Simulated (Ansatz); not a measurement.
# AlFH3NO: molecular dynamics

The plan is to follow the molecule's vibrations and see whether its bonds hold. The start is relaxed first. Runs: 300 steps of 1 fs at constant energy, with velocities drawn for 1000 K.

Program: Ansatz 0.2.0. Level of theory: RKS B3LYP-D4/cc-pVDZ. These are calculated values, not measurements.

### Step 1. Starting point

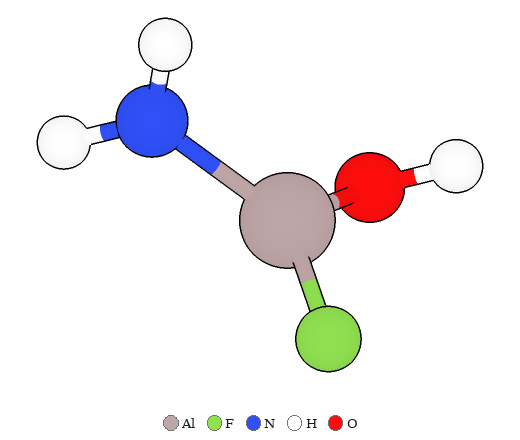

Start, viewed from a free direction; aluminium light grey, fluorine green, nitrogen blue, hydrogen white, oxygen red.

As a file:

```xyz
7

Al    0.0000    0.0000    0.0000
F     0.0000    0.0000    1.6900
N     1.6627    0.0000   -0.9600
H     2.1293   -0.9179   -1.2118
H     2.1141    0.9179   -1.2382
O    -1.5415    0.0000   -0.8900
H    -2.0512   -0.8467   -0.6815
```

### Step 2. Preparing the start

input.yaml

```yaml
crystal:
  periodic: [false, false, false]
  atoms:
    - { symbol: Al, position_ang: [0.0, 0.0, 0.0] }
    - { symbol: F, position_ang: [0.0, 0.0, 1.69] }
    - { symbol: "N", position_ang: [1.6627, 0.0, -0.96] }
    - { symbol: H, position_ang: [2.1293, -0.9179, -1.2118] }
    - { symbol: H, position_ang: [2.1141, 0.9179, -1.2382] }
    - { symbol: O, position_ang: [-1.5415, 0.0, -0.89] }
    - { symbol: H, position_ang: [-2.0512, -0.8467, -0.6815] }
basis:
  gaussian: { orbitals: cc-pVDZ }
hamiltonian:
  xc: b3lyp
  dispersion: d4
relax:
  f_tol: 0.02
  max_steps: 40
```

The run is started by

```sh
$ ansatz run input.yaml --threads 1 --pin off --max-ram 2048MiB --backend cpu --events-out ev --progress --plain --runs-dir out
```

What it wrote, cut to the lines that bear on the results:

```text
Warning: RAYON_NUM_THREADS=1 ignored (pool sized by the plan → 1); use --threads N
[...]
Functional definition: B3LYP
[...]
787 factors; integrals over basis functions are off by at most 2.9e-4 eV
[...]
mean field -12903.78116417 eV, -474.2052112861 hartree, gradient 7.0e-5 eV, S^2 0.000000; 0 other end points of the search recorded, 0 dependent functions left out
[...]
reference -12903.78141788 eV, -474.2052206099 hartree; 20, 20 occupied and 55, 55 virtual orbitals, 787 factors
relax step   1: F+E_penalty+E_count = -12903.93856753 eV  Δ(F+E_penalty+E_count) = +0.000e0 eV  max|allowed force component| = 1.943e0 eV/Å  Δτ_max = 0.0000 Å  (24 SCF iters, accepted)
[...]
relax step   3: F+E_penalty+E_count = -12904.30155325 eV  Δ(F+E_penalty+E_count) = -2.688e-2 eV  max|allowed force component| = 2.429e0 eV/Å  Δτ_max = 0.1955 Å  (34 SCF iters, accepted)
[...]
relax step   5: F+E_penalty+E_count = -12904.66860246 eV  Δ(F+E_penalty+E_count) = -9.578e-2 eV  max|allowed force component| = 4.876e-1 eV/Å  Δτ_max = 0.2000 Å  (28 SCF iters, accepted)
[...]
relax step   7: F+E_penalty+E_count = -12904.84297604 eV  Δ(F+E_penalty+E_count) = -7.670e-2 eV  max|allowed force component| = 2.595e-1 eV/Å  Δτ_max = 0.2000 Å  (28 SCF iters, accepted)
[...]
relax step   9: F+E_penalty+E_count = -12904.87082532 eV  Δ(F+E_penalty+E_count) = -6.357e-4 eV  max|allowed force component| = 1.189e-1 eV/Å  Δτ_max = 0.0280 Å  (29 SCF iters, accepted)
[...]
relax step  10: F+E_penalty+E_count = -12904.87170537 eV  Δ(F+E_penalty+E_count) = -8.800e-4 eV  max|allowed force component| = 5.636e-2 eV/Å  Δτ_max = 0.0133 Å  (29 SCF iters, accepted)
[...]
relax step  11: F+E_penalty+E_count = -12904.87179964 eV  Δ(F+E_penalty+E_count) = -9.427e-5 eV  max|allowed force component| = 5.016e-3 eV/Å  Δτ_max = 0.0024 Å  (22 SCF iters, accepted)
787 factors; integrals over basis functions are off by at most 5.1e-4 eV
[...]
mean field -12904.70799568 eV, -474.2392717161 hartree, gradient 1.1e-5 eV, S^2 0.000000; 1 other end points of the search recorded, 0 dependent functions left out
[...]
reference -12904.70823370 eV, -474.2392804630 hartree; 20, 20 occupied and 55, 55 virtual orbitals, 787 factors
Total energy: -12904.87203765 eV, -474.2453001474 hartree
Atom 0 at     0.049025    -0.045875    -0.094741 Å, force    -0.005016    -0.000297     0.002630 eV/Å
Atom 1 at    -0.070467     0.517579     1.495228 Å, force    -0.000435    -0.000482    -0.000797 eV/Å
Atom 2 at     1.613008     0.007172    -0.915108 Å, force    -0.000477     0.000062    -0.001087 eV/Å
Atom 3 at     1.769691    -0.309555    -1.866304 Å, force     0.002788     0.000422     0.000027 eV/Å
Atom 4 at     2.470996     0.357710    -0.503010 Å, force     0.002535    -0.000196    -0.001789 eV/Å
Atom 5 at    -1.327951    -0.667068    -0.917849 Å, force     0.000054     0.000364     0.001892 eV/Å
Atom 6 at    -2.190901    -0.706662    -0.489716 Å, force     0.000551     0.000126    -0.000876 eV/Å
Dipole moment:     0.101448    -0.050723    -0.199455 e Å
```

Wall time 19 s (1 thread of Intel Xeon 6975P-C (Granite Rapids), shared host); peak memory 0.16 GiB.

The steps of the relaxation:

| step | energy from step 1 (eV) | largest force component (eV/Å) |
| --- | --- | --- |
| 1 | 0.0000 | 1.9432 |
| 2 | -0.3361 | 1.9347 |
| 3 | -0.3630 | 2.4289 |
| 4 | -0.6343 | 0.6372 |
| 5 | -0.7300 | 0.4876 |
| 6 | -0.8277 | 0.4281 |
| 7 | -0.9044 | 0.2595 |
| 8 | -0.9316 | 0.1510 |
| 9 | -0.9323 | 0.1189 |
| 10 | -0.9331 | 0.0564 |
| 11 | -0.9332 | 0.0050 |

Step 1 is the start.

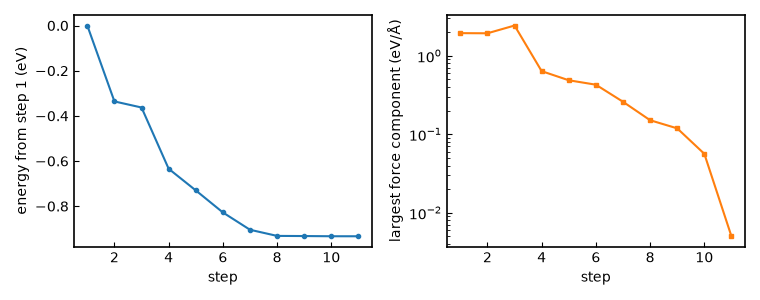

Energy and largest force along the relaxation.

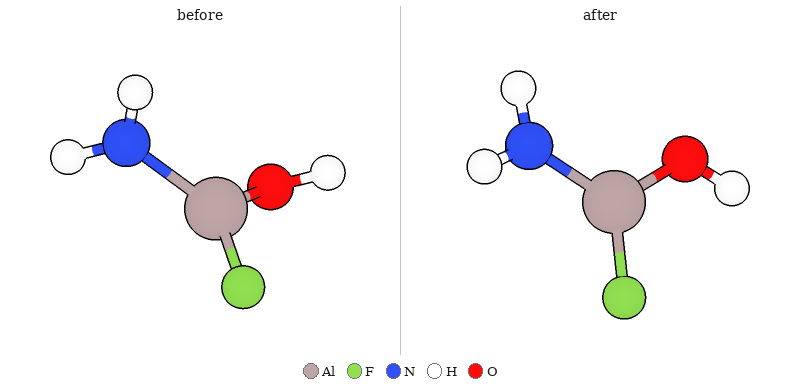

The structure before (left) and after (right), drawn at the same scale.

After: Bond lengths: Al1–F2 1.691 Å, Al1–N3 1.767 Å, N3–H4 1.015 Å, N3–H5 1.014 Å, Al1–O6 1.720 Å, O6–H7 0.964 Å. Angles: F2–Al1–N3 119.3°, F2–Al1–O6 120.9°, N3–Al1–O6 119.8°, Al1–N3–H4 124.2°, Al1–N3–H5 124.8°, H4–N3–H5 111.0°, Al1–O6–H7 121.3°.

### Step 3. Dynamics

300 steps of 1 fs at constant energy, with velocities drawn for 1000 K, from the relaxed start.

input.yaml

```yaml
crystal:
  periodic: [false, false, false]
  atoms:
    - { symbol: Al, position_ang: [0.049025, -0.045875, -0.094741] }
    - { symbol: F, position_ang: [-0.070467, 0.517579, 1.495228] }
    - { symbol: "N", position_ang: [1.613008, 0.007172, -0.915108] }
    - { symbol: H, position_ang: [1.769691, -0.309555, -1.866304] }
    - { symbol: H, position_ang: [2.470996, 0.35771, -0.50301] }
    - { symbol: O, position_ang: [-1.327951, -0.667068, -0.917849] }
    - { symbol: H, position_ang: [-2.190901, -0.706662, -0.489716] }
basis:
  gaussian: { orbitals: cc-pVDZ }
hamiltonian:
  xc: b3lyp
  dispersion: d4
md:
  timestep: 1.0
  n_steps: 300
  ensemble: nve
  temperature: 1000.0
  initial_velocities: maxwell_boltzmann
  seed: 129551
```

The run is started by

```sh
$ ansatz run input.yaml --threads 1 --pin off --max-ram 2048MiB --backend cpu --events-out ev --progress --plain --runs-dir out
```

What it wrote, cut to the lines that bear on the results:

```text
Warning: RAYON_NUM_THREADS=1 ignored (pool sized by the plan → 1); use --threads N
[...]
[... 1 set-up line as earlier in the session ...]
[...]
785 factors; integrals over basis functions are off by at most 3.0e-4 eV
[...]
mean field -12904.70797933 eV, -474.2392711153 hartree, gradient 8.1e-6 eV, S^2 0.000000; 0 other end points of the search recorded, 0 dependent functions left out
[...]
reference -12904.70821903 eV, -474.2392799239 hartree; 20, 20 occupied and 55, 55 virtual orbitals, 785 factors
md step     0: t =     0.00 fs  T =  1000.0 K  F+E_penalty+E_count = -12904.87178329 eV  E_kin = 0.646300 eV  conserved = -12904.22548330 eV  (24 SCF iters)
[...]
md step    18: t =    18.00 fs  T =   493.5 K  F+E_penalty+E_count = -12904.54124728 eV  E_kin = 0.318979 eV  conserved = -12904.22226818 eV  (29 SCF iters, 3 dispersion substeps)
[...]
md step    36: t =    36.00 fs  T =   158.8 K  F+E_penalty+E_count = -12904.31850944 eV  E_kin = 0.102623 eV  conserved = -12904.21588652 eV  (29 SCF iters, 3 dispersion substeps)
[...]
md step    54: t =    54.00 fs  T =   589.7 K  F+E_penalty+E_count = -12904.59431321 eV  E_kin = 0.381099 eV  conserved = -12904.21321422 eV  (28 SCF iters, 3 dispersion substeps)
[...]
md step    70: t =    70.00 fs  T =   649.4 K  F+E_penalty+E_count = -12904.64057417 eV  E_kin = 0.419703 eV  conserved = -12904.22087085 eV  (29 SCF iters, 3 dispersion substeps)
md step    71: t =    71.00 fs  T =   581.5 K  F+E_penalty+E_count = -12904.59107758 eV  E_kin = 0.375835 eV  conserved = -12904.21524216 eV  (26 SCF iters, 3 dispersion substeps)
```

### Step 4. The output, continued: dynamics from the start

Output, continued, cut to the lines that bear on the results:

```text
md step    72: t =    72.00 fs  T =   552.5 K  F+E_penalty+E_count = -12904.57064463 eV  E_kin = 0.357096 eV  conserved = -12904.21354850 eV  (29 SCF iters, 3 dispersion substeps)
[...]
md step    94: t =    94.00 fs  T =   441.5 K  F+E_penalty+E_count = -12904.50466810 eV  E_kin = 0.285349 eV  conserved = -12904.21931888 eV  (29 SCF iters, 3 dispersion substeps)
[...]
md step   116: t =   116.00 fs  T =   554.6 K  F+E_penalty+E_count = -12904.58096610 eV  E_kin = 0.358460 eV  conserved = -12904.22250574 eV  (29 SCF iters, 3 dispersion substeps)
[...]
md step   138: t =   138.00 fs  T =   271.3 K  F+E_penalty+E_count = -12904.39006014 eV  E_kin = 0.175309 eV  conserved = -12904.21475090 eV  (29 SCF iters, 3 dispersion substeps)
[...]
md step   160: t =   160.00 fs  T =   634.3 K  F+E_penalty+E_count = -12904.62517605 eV  E_kin = 0.409938 eV  conserved = -12904.21523823 eV  (29 SCF iters, 3 dispersion substeps)
md step   161: t =   161.00 fs  T =   648.7 K  F+E_penalty+E_count = -12904.63462603 eV  E_kin = 0.419253 eV  conserved = -12904.21537268 eV  (26 SCF iters, 3 dispersion substeps)
md step   162: t =   162.00 fs  T =   705.3 K  F+E_penalty+E_count = -12904.67660820 eV  E_kin = 0.455826 eV  conserved = -12904.22078204 eV  (29 SCF iters, 3 dispersion substeps)
```

### Step 5. More of the same log: dynamics from the start

Output, continued, cut to the lines that bear on the results:

```text
md step   163: t =   163.00 fs  T =   708.4 K  F+E_penalty+E_count = -12904.67844103 eV  E_kin = 0.457860 eV  conserved = -12904.22058091 eV  (28 SCF iters, 3 dispersion substeps)
[...]
md step   181: t =   181.00 fs  T =   491.1 K  F+E_penalty+E_count = -12904.53969150 eV  E_kin = 0.317415 eV  conserved = -12904.22227696 eV  (29 SCF iters, 3 dispersion substeps)
[...]
md step   199: t =   199.00 fs  T =   373.5 K  F+E_penalty+E_count = -12904.46120820 eV  E_kin = 0.241364 eV  conserved = -12904.21984376 eV  (29 SCF iters, 3 dispersion substeps)
[...]
md step   217: t =   217.00 fs  T =   620.8 K  F+E_penalty+E_count = -12904.61753701 eV  E_kin = 0.401227 eV  conserved = -12904.21630965 eV  (29 SCF iters, 3 dispersion substeps)
[...]
md step   300: t =   300.00 fs  T =   415.2 K  F+E_penalty+E_count = -12904.47971989 eV  E_kin = 0.268372 eV  conserved = -12904.21134810 eV  (26 SCF iters, 3 dispersion substeps)
Total energy: -12904.47996045 eV, -474.2308915759 hartree
Atom 0 at     0.064965    -0.078431    -0.024354 Å, force     0.601244     0.676945     0.313360 eV/Å
Atom 1 at    -0.157477     0.596175     1.558249 Å, force     0.283295    -0.640455    -1.029269 eV/Å
Atom 2 at     1.582876    -0.012073    -1.011916 Å, force    -1.435125     0.673764     3.108980 eV/Å
Atom 3 at     1.505447    -0.083701    -1.966561 Å, force    -0.436368    -0.358552    -3.008857 eV/Å
Atom 4 at     2.478442    -0.314950    -0.741187 Å, force     1.453982    -0.248256     0.665143 eV/Å
Atom 5 at    -1.215300    -0.640846    -0.985186 Å, force    -0.875049    -0.468221    -0.153341 eV/Å
Atom 6 at    -2.090124    -1.018513    -0.809148 Å, force     0.408021     0.364775     0.103984 eV/Å
Dipole moment:     0.033580    -0.345676    -0.195033 e Å
```

It took 6.9 min on 1 thread of Intel Xeon 6975P-C (Granite Rapids), shared host; peak memory 0.16 GiB.

### Step 6. Frames and traces

One step in 22; energies are changes from step 0:

| time (fs) | T (K) | potential energy change (meV/atom) | total energy change (meV/atom) |
| --- | --- | --- | --- |
| 0.0 | 1000 | 0.0 | 0.00 |
| 22.0 | 478 | 48.6 | 0.36 |
| 44.0 | 282 | 68.3 | 1.97 |
| 66.0 | 601 | 37.5 | 0.63 |
| 88.0 | 438 | 52.2 | 0.33 |
| 110.0 | 452 | 52.1 | 1.50 |
| 132.0 | 340 | 62.5 | 1.59 |
| 154.0 | 623 | 35.7 | 0.92 |
| 176.0 | 585 | 39.4 | 1.08 |
| 198.0 | 273 | 69.2 | 2.02 |
| 220.0 | 606 | 37.9 | 1.52 |
| 242.0 | 393 | 56.2 | 0.18 |
| 264.0 | 441 | 52.6 | 1.06 |
| 286.0 | 343 | 62.7 | 2.05 |
| 300.0 | 415 | 56.0 | 2.02 |

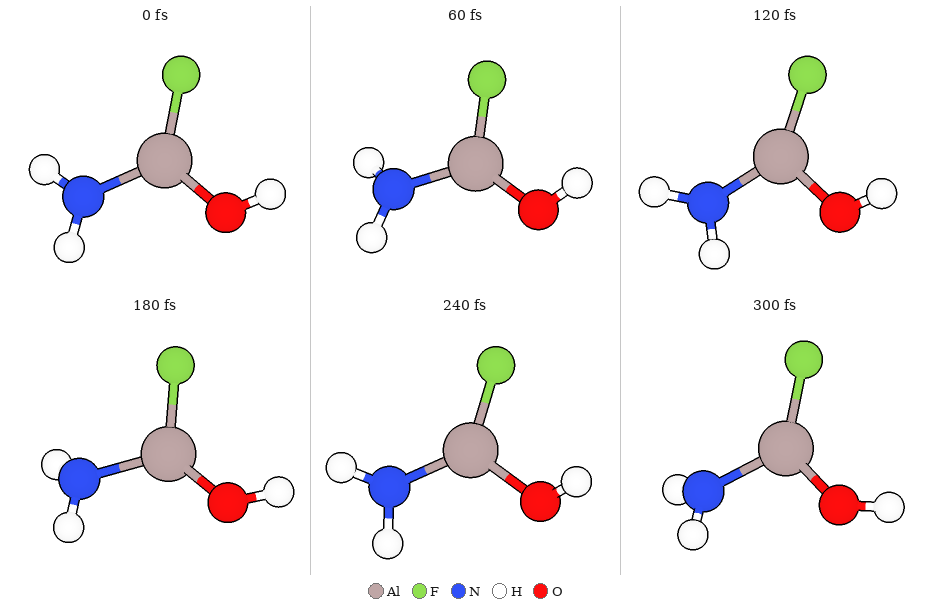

The system at six times, viewed from a chosen angle. Sticks join atoms within a bonding distance in each frame.

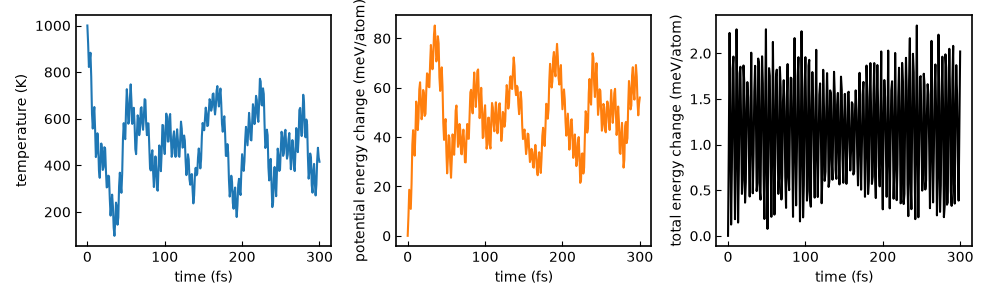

Traces against time; each panel has its own scale.

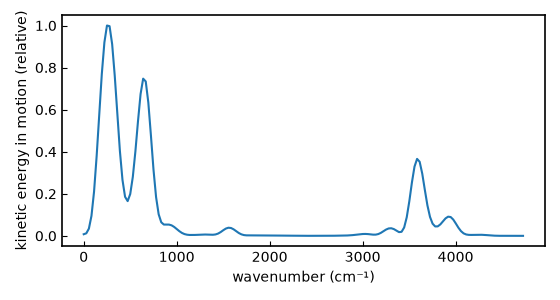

Power spectrum of the mass-weighted velocities; a run of 300 fs resolves no finer than about 220 cm⁻¹.

Maxima of the velocity power spectrum (cm⁻¹, relative height; resolution about 220 cm⁻¹): 250 (100), 640 (75), 3590 (37), 3920 (9).

### Step 7. Snapshots as a file

Positions (Å) and forces (eV/Å):

```xyz
7
time_fs=38.0 T=224 dE=0.5054
Al    0.003   -0.099   -0.155    0.451    0.330    0.477
F     0.042    0.521    1.480   -0.406   -0.384   -1.196
N     1.724    0.131   -0.862   -2.245   -0.144    0.025
H     2.285   -0.658   -1.103    0.315   -0.956   -0.680
H     2.285    0.615   -0.193    0.467    0.716    0.872
O    -1.492   -0.714   -0.893    1.171    0.562    0.378
H    -2.335   -0.241   -0.807    0.248   -0.123    0.124
7
time_fs=75.0 T=681 dE=0.2083
Al    0.058   -0.084   -0.110    0.551    0.366    0.162
F    -0.093    0.548    1.455   -0.031   -0.216    0.105
N     1.670    0.007   -0.883   -1.581   -0.125   -0.068
H     1.711    0.292   -1.846    0.231   -0.066   -0.598
H     2.578   -0.050   -0.483    0.797    0.093    0.513
O    -1.374   -0.640   -0.884    0.956    0.101   -0.640
H    -2.116   -0.869   -0.345   -0.923   -0.152    0.526
7
time_fs=112.0 T=546 dE=0.2964
Al    0.096    0.020   -0.055    0.452   -0.114    0.004
F    -0.195    0.488    1.497    0.113    0.547    1.339
N     1.554   -0.138   -0.997    0.435    0.182   -0.272
H     1.353   -0.150   -2.001    0.391    0.002    0.162
H     2.367    0.413   -0.773    0.521    0.123   -0.252
O    -1.183   -0.629   -0.892   -2.974   -0.792   -0.315
H    -2.070   -0.702   -0.457    1.062    0.052   -0.666
7
time_fs=150.0 T=562 dE=0.2921
Al    0.042    0.013   -0.078    0.770   -0.465    0.314
F    -0.110    0.505    1.571    0.124   -0.025   -1.049
N     1.588   -0.078   -1.000   -1.601   -0.083    0.418
H     1.971   -0.805   -1.576   -0.322   -0.519   -0.433
H     2.345    0.448   -0.674    1.629    1.119    0.763
O    -1.254   -0.659   -0.957    0.743   -0.038   -0.408
H    -2.157   -0.582   -0.708   -1.344    0.011    0.395
7
time_fs=188.0 T=238 dE=0.5030
Al    0.017   -0.170   -0.121    0.665    1.238    0.292
F     0.006    0.599    1.442   -0.340   -0.897   -0.828
N     1.725    0.104   -0.780   -2.788    0.044    0.955
H     1.975    0.061   -1.724    0.207   -0.229   -2.076
H     2.522   -0.177   -0.273    1.123   -0.318    1.209
O    -1.476   -0.608   -0.954    0.135   -0.491    0.989
H    -2.234   -1.027   -0.469    0.998    0.653   -0.540
7
time_fs=225.0 T=660 dE=0.2328
Al    0.045   -0.022   -0.167    0.323   -0.270    0.460
F    -0.079    0.478    1.445   -0.066    0.246    0.021
N     1.706   -0.029   -0.798   -1.635    0.455    2.299
H     1.952   -0.346   -1.667    0.832   -1.004   -2.920
H     2.331    0.685   -0.490    0.697    0.555    0.367
O    -1.396   -0.670   -0.856    0.513    0.038   -0.417
H    -2.176   -0.327   -0.421   -0.663   -0.020    0.189
7
time_fs=262.0 T=456 dE=0.3589
Al    0.082    0.034   -0.084    0.489   -0.024    0.197
F    -0.186    0.462    1.492    0.002    0.549    1.033
N     1.610   -0.109   -0.921    0.179    0.814    1.778
H     1.506   -0.708   -1.680    0.038   -1.326   -2.095
H     2.195    0.662   -1.148    0.823    0.645   -0.198
O    -1.220   -0.626   -0.904   -1.217   -0.551   -0.661
H    -2.030   -0.754   -0.402   -0.313   -0.107   -0.055
7
time_fs=300.0 T=415 dE=0.3921
Al    0.065   -0.078   -0.024    0.601    0.677    0.313
F    -0.158    0.596    1.558    0.283   -0.640   -1.029
N     1.583   -0.012   -1.012   -1.435    0.674    3.109
H     1.505   -0.084   -1.967   -0.436   -0.359   -3.009
H     2.478   -0.315   -0.741    1.454   -0.248    0.665
O    -1.215   -0.641   -0.985   -0.875   -0.468   -0.153
H    -2.090   -1.018   -0.809    0.408    0.365    0.104
```

### Step 8. Summary of results

| quantity | value |
| --- | --- |
| relaxation of the start | 10 moves, 0.933 eV lower |
| length | 300 steps of 1 fs |
| temperature, first and last step | 1000 and 415 K |
| temperature, second half | mean 495 K, from 178 to 771 K |
| potential energy, second half | +48 meV/atom from the start |
| largest change of the total energy | 2.30 meV/atom |
| bonds formed or broken | 0 |

In words: The temperature starts at 1000 K and averages 495 K in the second half, where it ranges from 178 to 771 K; a mean near half the start is what vibrations about a minimum give, since they share energy equally between motion and strain. The total energy strays from its start by at most 2.30 meV/atom, 5.1 % of the mean kinetic energy, which is poor: the step of 1 fs is too long for the fastest motion. The bonding pattern survives the run. Averages from a run of 300 fs with 7 atoms are rough. The nuclei move classically, without zero-point motion, which matters most for hydrogen.
